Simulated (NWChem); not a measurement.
# doublet C2H8Si+ at UMP2/def2-SVP

We compute a single-point energy of doublet C2H8Si+. 

Program for the calculation: NWChem 7.3.0.

## (1) Starting point

C2H8Si+ has 11 atoms, charge +1, and is taken as a doublet. SMILES of the parent species: `C[SiH2]C`. Geometry: relaxed at PBE0-D4/def2-TZVP. That shape belongs to the parent species and isn't relaxed for this state.

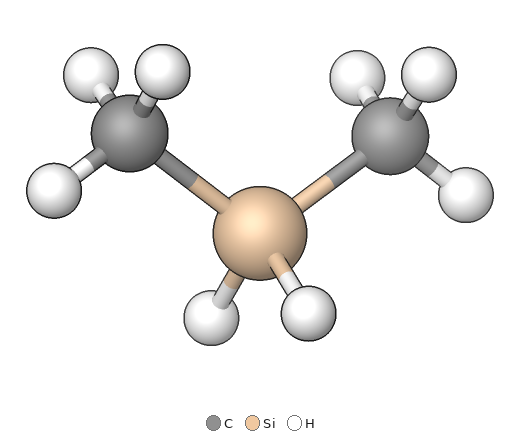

The structure, seen from a chosen angle (carbon grey, silicon light orange, hydrogen white).

## (2) A single-point energy at UMP2/def2-SVP

File run.nw:

```
start run
memory 2200 mb
charge 1

geometry units bohr noautosym nocenter noautoz
C  -1.98459038  1.82774311 -1.24948691
Si -0.58430332 -1.23436910 -0.16554001
C   2.54470520 -0.74133956  1.40916877
H  -3.80930992  1.52482001 -2.16581511
H  -0.74020572  2.76769288 -2.60366465
H  -2.27693101  3.10841050  0.34411913
H  -0.26437268 -2.95590960 -2.37368499
H  -2.35289800 -2.49311568  1.63140056
H   3.88943431  0.14210740  0.11413946
H   3.34972853 -2.53601246  2.03599093
H   2.35233108  0.48225811  3.06192324
end

basis spherical bse
* library def2-SVP
end

scf
doublet
uhf
thresh 1e-08
maxiter 80
end

mp2
freeze core 7
tight
end

task mp2 energy
```

Run with:

```console
$ nwchem run.nw > run.out
```

What it wrote:

```text
[...]
  functions       =    86
[...]
  wavefunction    = UHF
[...]
         Total SCF energy =   -368.806675191059
      One electron energy =   -726.028699922401
      Two electron energy =    243.063520453577
 Nuclear repulsion energy =    114.158504277764
                       Sz =      0.5000
                 Sz(Sz+1) =      0.7500
                      S^2 =      0.7610
[...]
          Total MP2 energy          -369.178344989785
[...]
```

Wall time 1.7 min (1 thread of AMD EPYC 9R14 (Zen 4), shared host); peak memory 0.19 GiB.

## (3) Outcome

Level: UMP2/def2-SVP, 7 core orbitals frozen.

```
                                                  quantity          value
                                              total energy  -369.17834 Eh
HOMO energy (Hartree–Fock orbitals) (highest over α and β)      -17.56 eV
 LUMO energy (Hartree–Fock orbitals) (lowest over α and β)       -8.96 eV
               correlation energy (7 core orbitals frozen)     -371.7 mEh
                         ⟨S²⟩ of the reference determinant          0.761
```
